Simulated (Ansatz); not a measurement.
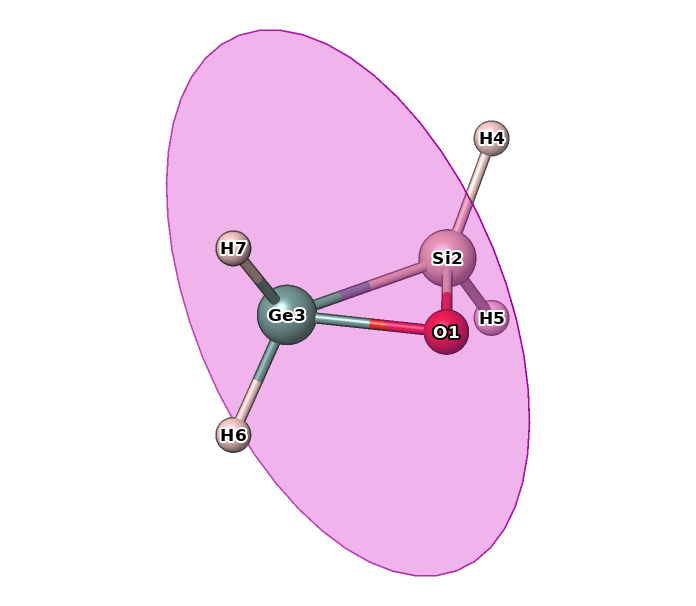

A disc through the centre of mass is drawn in. Depth is shown by fading: the farther an atom, the more it takes the colour of the background. Computed geometry: PBE0-D4/def2-TZVP optimisation.

Is the plane of the disc a mirror plane of the structure?

Answer. No. The point group is Cs, with 1 mirror plane, and this plane isn't one of its mirror planes.
